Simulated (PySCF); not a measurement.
C4H5BO2S, SMILES c1(sccc1)B(O)O at its GFN2-xTB optimised geometry (Å):

```
13

O     -0.6436    -2.8460     0.0052
B     -1.0610    -1.5482     0.0022
O     -2.3868    -1.2998     0.0032
C     -0.0741    -0.3390     0.0000
C      1.2971    -0.3390     0.0000
C      1.8715     0.9468     0.0000
C      0.9297     1.9272    -0.0001
S     -0.6641     1.2926    -0.0004
H      0.3005    -2.9889     0.0056
H     -2.9313    -2.0875     0.0059
H      1.8867    -1.2409     0.0000
H      2.9313     1.1302     0.0005
H      1.0790     2.9889     0.0004
```

Calculation: B3LYP/def2-TZVP (PySCF). Cells within 0.4 Å of a nucleus heavier than hydrogen are left out (blank, or x).

Map of the electrostatic potential (hartree/e), clipped to [-0.08, 0.12] on the plane z = 0.0 Å:

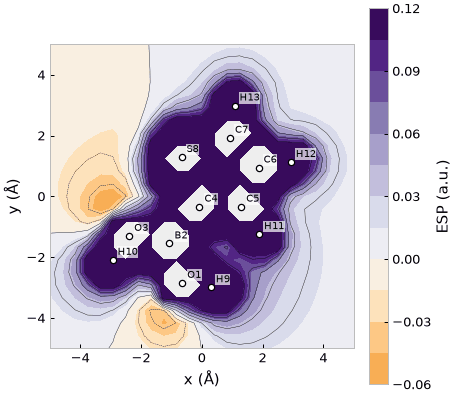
*Electrostatic potential (hartree/e), clipped to [-0.08, 0.12] on the plane z = 0.0 Å.*
